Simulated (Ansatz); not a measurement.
The relaxed structure here is a generated cell of Co2Si: the first start was made by placing the elements on the sites of a structure type, and the end was not matched to a known phase here, so it may be hypothetical.

A relaxed structure of Co₂Si. Space group P1 (No. 1). Calculation: PBEsol (plane waves to 420 eV, PAW, scalar-relativistic; Ansatz, an electronic-structure program).

```xyz
9
Lattice="4.1257 0.0000 0.0000 0.8644 4.1875 0.0000 1.5536 0.4834 5.4210" Properties=species:S:1:pos:R:3 pbc="T T T"
Si     3.9053     2.0712     2.2856
Si     0.5073     0.4742     0.2689
Si     5.3743     3.2738     4.9457
Co     4.0543     1.3643     4.5879
Co     1.9477     1.7161     3.2655
Co     5.5106     4.0910     2.6632
Co     1.5806     2.4323     0.8900
Co     3.3663     3.6761     3.9099
Co     3.4756     4.1636     1.4638
```

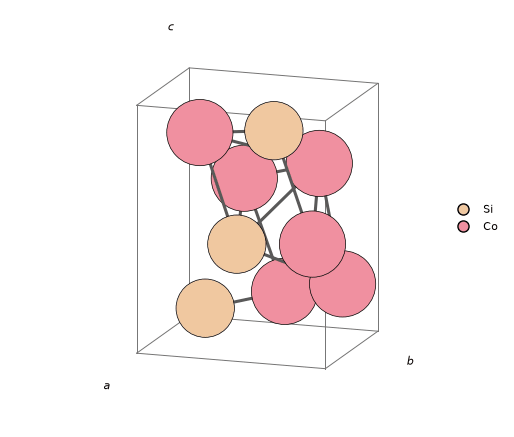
Figure. The conventional cell of the relaxed structure

For Co2Si, the volume per atom is 10.41 Å³. The density is 7.76 g/cm³ and the band gap is zero (metallic). The magnetic moment comes out as net 0.22 μB/atom, ferromagnetic. The shortest distances is Co–Si 2.22 Å; Co–Co 2.36 Å; Si–Si 2.56 Å. The k-mesh is 9×8×6.

Spin state reached: ferromagnetic (net 0.22 μB/atom), from parallel starting moments; other spin orders were not run from this start.

It was reached from a disturbed copy of a P6₂22 (No. 180) cell, against which it lies -1.15 eV/atom.
